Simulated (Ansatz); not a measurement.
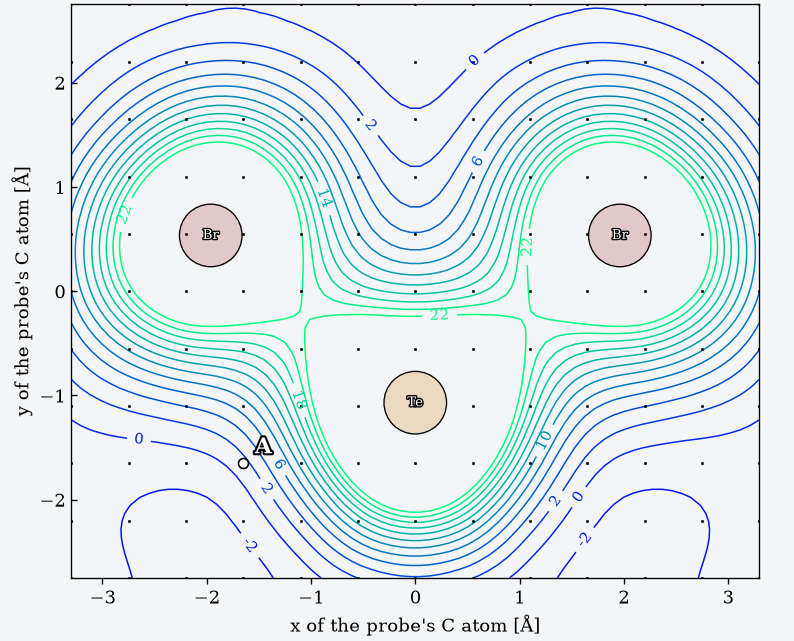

Br₂Te with the probe CO. The probe is moved over a plane parallel to the molecule's main plane, 2.30 Å above it. The first coordinate is: x of the probe's C atom; the second: y of the probe's C atom. Nothing is relaxed (molecule and probe rigid, the probe upright with C nearest the plane). The scan uses a 13 × 11 grid; 77 points were computed and 66 follow by symmetry. Points are written as (first, second). Energies: kcal/mol, counted from molecule and probe far apart, each relaxed in its own basis (no counterpoise correction). The calculation used RKS PBE-D4/def2-SVPD (Ansatz 0.2.0).

In the figure: contour lines labelled in kcal/mol (none above 22), dots at the grid points, labelled circles for the molecule's atoms, projected on the plane, the point A. Between grid points the surface is interpolated.

**Which way does the force act at A, and how strong is it?**

A, at (−1.65 Å, −1.65 Å), is not a stationary point. The computed force is 0.5 eV/Å in the plane, pointing down and left in the picture (components −0.38 and −0.32 eV/Å).
